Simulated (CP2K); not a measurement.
# C2H6FNSi (SMILES N/C=C(\F)[SiH3]): PM6

Aim: the energy difference between two shapes of C2H6FNSi at PM6, from 2 runs. 

The calculation is run with CP2K 2026.2.

3 further runs of the same task are left out: 1 that didn't finish, 2 set aside as unsound or not needed.

### Step 1. The molecule

C2H6FNSi has 11 atoms, charge 0, and is taken as a singlet. SMILES: `N/C=C(\F)[SiH3]`. The coordinates come from a GFN2-xTB relaxation. This is one conformer, not always the lowest.

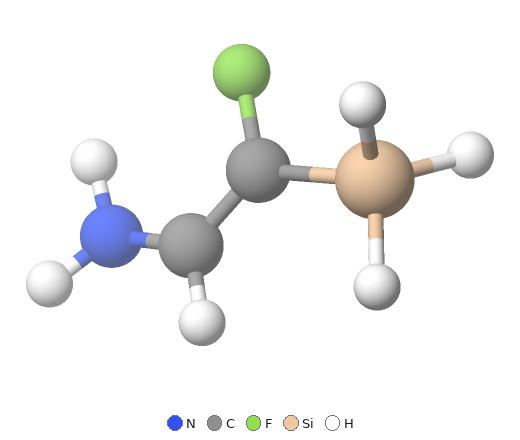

Viewed from a chosen angle; nitrogen blue, carbon grey, fluorine green, silicon light orange, hydrogen white.

### Step 2. The energy at PM6

File run.inp:

```
&GLOBAL
    PROJECT run
    RUN_TYPE ENERGY
    PRINT_LEVEL MEDIUM
&END GLOBAL

&FORCE_EVAL
    METHOD Quickstep
    &DFT
        CHARGE 0
        MULTIPLICITY 1
        ! Quickstep
        &QS
            METHOD PM6
            EPS_DEFAULT 1.0E-10
            &SE
                &COULOMB
                    CUTOFF [angstrom] 50
                    RC_RANGE [angstrom] 0
                &END COULOMB
                &EXCHANGE
                    CUTOFF [angstrom] 50
                    RC_RANGE [angstrom] 0
                &END EXCHANGE
            &END SE
        &END QS
        ! isolated system
        &POISSON
            PERIODIC NONE
            POISSON_SOLVER ANALYTIC
        &END POISSON
        ! self-consistent field
        &SCF
            SCF_GUESS ATOMIC
            EPS_SCF 1.0E-06
            MAX_SCF 100
            ADDED_MOS 8
            &DIAGONALIZATION
                ALGORITHM STANDARD
            &END DIAGONALIZATION
            &MIXING
                METHOD DIRECT_P_MIXING
                ALPHA 0.4
            &END MIXING
        &END SCF
        &PRINT
            &MOMENTS
                PERIODIC F
                REFERENCE COM
                MAX_MOMENT 1
            &END MOMENTS
            &MO ON
                ENERGIES T
                OCCUPATION_NUMBERS T
                NDIGITS 6
                &EACH
                    QS_SCF 0
                &END EACH
                ADD_LAST NUMERIC
            &END MO
            &HIRSHFELD OFF
            &END HIRSHFELD
        &END PRINT
    &END DFT
    &SUBSYS
        ! box in angstrom
        &CELL
            ABC [angstrom] 13 12.8 10.3
            PERIODIC NONE
        &END CELL
        &COORD
            UNIT bohr
            N     -2.9669267     2.9662464    -0.4665545
            C     -1.7441038     0.6798101    -0.3461411
            C      0.7072300     0.3468781     0.1770106
            F      2.0665289     2.4783380     0.8234482
            Si     2.5717283    -2.6633989     0.1306557
            H     -2.0085332     4.4318991     0.2881643
            H     -4.8388705     2.9752415    -0.1339249
            H     -2.8537888    -0.9554266    -0.8462005
            H      0.7931936    -4.6795099    -0.5171047
            H      4.5997824    -2.4916984    -1.7438015
            H      3.6737410    -3.0883983     2.6344483
        &END COORD
        &TOPOLOGY
            &CENTER_COORDINATES
            &END CENTER_COORDINATES
        &END TOPOLOGY
    &END SUBSYS
&END FORCE_EVAL
```

Run with:

```console
$ OMP_NUM_THREADS=1 cp2k.psmp -i run.inp > run.out 2>&1
```

What it wrote:

```text
CP2K| version string:                                       CP2K version 2026.2
[...]
 GLOBAL| Method name                                                        CP2K
[...]
 GLOBAL| Run type                                                         ENERGY
[...]
                             - Atoms:                                         11
[...]
                             - Spherical basis functions:                     31
[...]
 Number of electrons:                                                         30
[...]
     1 P_Mix/Diag. 0.40E+00    0.0     0.77370806       -31.5127540847 -3.15E+01
[...]
    18 DIIS/Diag.  0.87E-07    0.0     0.00000038       -38.5770365218 -1.59E-12
  *** SCF run converged in    18 steps ***
  Core-core repulsion energy [eV]:                           2124.07300253715493
  Core Hamiltonian energy [eV]:                             -1699.13398700463267
  Two-electron integral energy [eV]:                        -2949.34712875386913
  Electronic energy [eV]:                                   -3173.80755138156701
  Total energy [eV]:                                        -1049.73454884441207
  Atomic reference energy [eV]:                              1048.21885079421577
  Heat of formation [kcal/mol]:                               -34.95283015457112
[...]
 SE_DIPOLE| Moment [Debye]          2.51723685       0.43212842      -0.57459286
 SE_DIPOLE| Derivative [a.u.]       0.00000000       0.00000000       0.00000000
 ENERGY| Total FORCE_EVAL ( QS ) energy [hartree]            -38.577036521848541
[...]
```

Run time: 1.2 s. Hardware: 1 thread of AMD EPYC 7R43 (Zen 3), shared host; peak memory 0.18 GiB.

### Step 3. The distorted shape at the same level

File mol.inp:

```
&FORCE_EVAL
  METHOD QUICKSTEP
  &DFT
    &QS
      METHOD PM6
      EPS_DEFAULT 1.0E-10
      &SE
        &COULOMB
          CUTOFF [angstrom] 50
          RC_RANGE [angstrom] 0
        &END COULOMB
        &EXCHANGE
          CUTOFF [angstrom] 50
          RC_RANGE [angstrom] 0
        &END EXCHANGE
      &END SE
    &END QS
    &POISSON
      PERIODIC NONE
      POISSON_SOLVER ANALYTIC
    &END POISSON
    &SCF
      SCF_GUESS ATOMIC
      EPS_SCF 1.0E-06
      MAX_SCF 100
      ADDED_MOS 8
      &DIAGONALIZATION
        ALGORITHM STANDARD
      &END DIAGONALIZATION
      &MIXING
        METHOD DIRECT_P_MIXING
        ALPHA 0.4
      &END MIXING
    &END SCF
    &PRINT
      &MOMENTS
        PERIODIC F
        REFERENCE COM
        MAX_MOMENT 1
      &END MOMENTS
      &MO ON
        ENERGIES T
        OCCUPATION_NUMBERS T
        NDIGITS 6
        &EACH
          QS_SCF 0
        &END EACH
        ADD_LAST NUMERIC
      &END MO
      &HIRSHFELD OFF
      &END HIRSHFELD
    &END PRINT
  &END DFT
  &SUBSYS
    &CELL
      ABC 12.9 12.8 10.4
      PERIODIC NONE
    &END CELL
    &COORD
      UNIT bohr
      N     -2.9737467     2.8532427    -0.7406328
      C     -1.5803061     0.7406630    -0.1609933
      C      0.9396266     0.4102539     0.3520031
      F      2.2327454     2.4944706     0.9155553
      Si     2.6311129    -2.6897360     0.4157038
      H     -1.9130510     4.2376239     0.2220938
      H     -4.7365929     2.8608866     0.0247951
      H     -3.0909154    -1.0749707    -0.7870860
      H      0.9318466    -4.9107859    -0.6189817
      H      4.4993718    -2.3890069    -1.9232159
      H      3.8755014    -3.0350835     2.6889858
    &END COORD
    &TOPOLOGY
      &CENTER_COORDINATES
      &END CENTER_COORDINATES
    &END TOPOLOGY
  &END SUBSYS
&END FORCE_EVAL

&GLOBAL
  PROJECT mol
  RUN_TYPE ENERGY
  PRINT_LEVEL MEDIUM
&END GLOBAL
```

Run with:

```console
$ OMP_NUM_THREADS=1 cp2k.psmp -i mol.inp > mol.out 2>&1
```

What it wrote:

```text
CP2K| version string:                                       CP2K version 2026.2
[...]
 GLOBAL| Method name                                                        CP2K
[...]
 GLOBAL| Run type                                                         ENERGY
[...]
                             - Atoms:                                         11
[...]
                             - Spherical basis functions:                     31
[...]
 Number of electrons:                                                         30
[...]
     1 P_Mix/Diag. 0.40E+00    0.0     0.78079120       -31.6538106308 -3.17E+01
[...]
    17 DIIS/Diag.  0.49E-06    0.0     0.00000100       -38.5365955183 -1.08E-10
  *** SCF run converged in    17 steps ***
  Core-core repulsion energy [eV]:                           2103.73317146577938
  Core Hamiltonian energy [eV]:                             -1693.51149175345972
  Two-electron integral energy [eV]:                        -2917.71154577081961
  Electronic energy [eV]:                                   -3152.36726463886953
  Total energy [eV]:                                        -1048.63409317308992
  Atomic reference energy [eV]:                              1048.21885079421577
  Heat of formation [kcal/mol]:                                -9.57571749853989
[...]
 SE_DIPOLE| Moment [Debye]          2.23353529       1.02067055      -1.63064092
 SE_DIPOLE| Derivative [a.u.]       0.00000000       0.00000000       0.00000000
 ENERGY| Total FORCE_EVAL ( QS ) energy [hartree]            -38.536595518291975
[...]
```

Run time: 1.1 s. Hardware: 1 thread of AMD EPYC 7R43 (Zen 3), shared host; peak memory 0.18 GiB.

### Step 4. Results

At PM6:

| quantity | value |
| --- | --- |
| first shape: total energy | -38.57704 Eh |
| first shape: dipole moment | 2.62 D |
| first shape: HOMO energy | -8.77 eV |
| first shape: LUMO energy | 0.39 eV |
| first shape: HOMO–LUMO gap | 9.16 eV |
| first shape: heat of formation | -35.0 kcal/mol |
| distorted shape: total energy | -38.53660 Eh |
| distorted shape: dipole moment | 2.95 D |
| distorted shape: HOMO energy | -8.91 eV |
| distorted shape: LUMO energy | 0.20 eV |
| distorted shape: HOMO–LUMO gap | 9.11 eV |
| distorted shape: heat of formation | -9.6 kcal/mol |
| energy change with the atoms displaced | 1.100 eV |

In words: With the atoms displaced the energy rises by 1.10 eV (106 kJ/mol). The first shape isn't relaxed at this level, so the change isn't measured from a minimum.
